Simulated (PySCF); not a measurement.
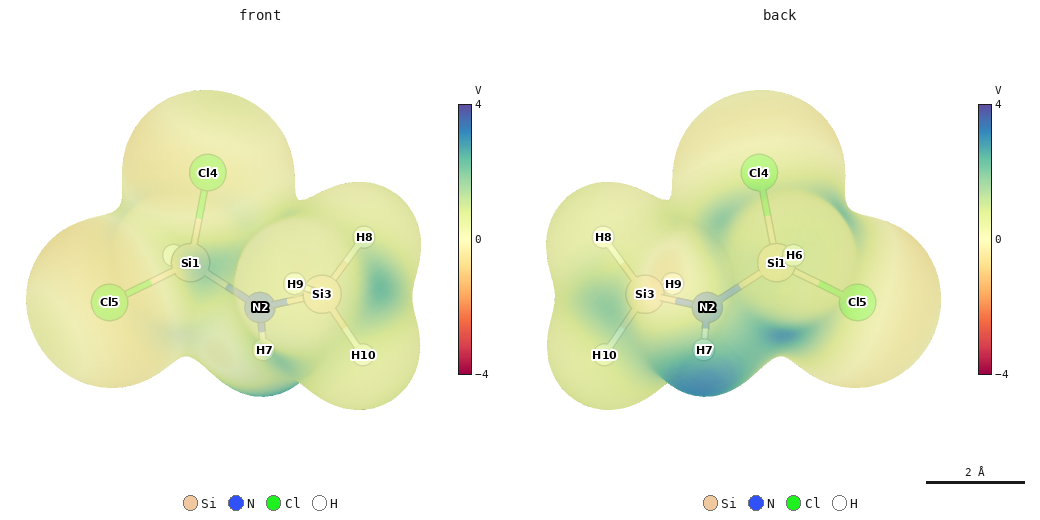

Cl₂H₅NSi₂ (SMILES [SiH3]N[SiH](Cl)Cl). The molecular electrostatic potential painted on the density surface at 0.004 e/bohr³, seen from the front and from behind; red is negative and blue positive.

Geometry: PBE0-D3(BJ)/def2-SVP.

Level of theory: PBE0/pcSseg-2, SCF density, gas phase, non-relativistic (PySCF).

```
atom    x (Å)    y (Å)    z (Å)
  Si  -1.6688  -0.2593  -0.0366
   N  -0.0173  -0.6755  -0.1827
  Si   1.3629   0.3998  -0.3597
  Cl  -1.8419   1.6555  -0.7740
  Cl  -2.3222  -0.2451   1.9217
   H  -2.5636  -1.1785  -0.7743
   H   0.2088  -1.6587  -0.0544
   H   1.4278   1.0076  -1.7203
   H   1.3299   1.4945   0.6525
   H   2.5709  -0.4497  -0.1434
```

Question: Describe the electrostatic potential map.

Answer: The most negative region (about −0.4 V, or −9 kcal/mol for a unit charge) lies over Cl5, the most positive (about +3.1 V, or +71 kcal/mol for a unit charge) over H7. Cl4 shows a σ-hole: about +0.4 V, or +9 kcal/mol for a unit charge at the tip opposite its bond, against about 0.0 V on its flanks. Cl5 shows a σ-hole: about +0.3 V, or +7 kcal/mol for a unit charge at the tip opposite its bond, against about −0.3 V on its flanks.

Question: How polar is the molecule by this calculation?

Answer: Its dipole moment is 2.26 D.
